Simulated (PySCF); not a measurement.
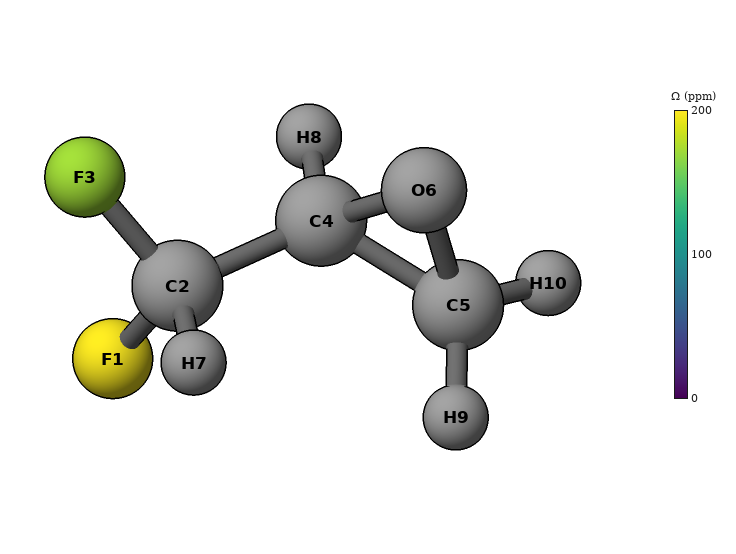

The F atoms are coloured by the span of their shielding tensor. The geometry was computed by an optimisation with PBE0-D3(BJ)/def2-SVP. No frequency run is at hand to confirm it as a minimum. Method: GIAO B3LYP/pcSseg-2 NMR shielding, non-relativistic, gas phase (PySCF 2.14.0). Principal shieldings σ11 ≤ σ22 ≤ σ33, span Ω = σ33 − σ11, skew κ = 3(σiso − σ22)/Ω.

Which F atom has the most anisotropic shielding?

F1, with a span of 198 ppm.

Give the shielding tensors of the F atoms.

```tsv
atom	σ11	σ22	σ33	σiso	Ω	κ
F1	194.8	333.5	393.0	307.1	198.3	−0.40
F3	200.5	329.6	371.8	300.6	171.3	−0.51
```

Shieldings and span in ppm.
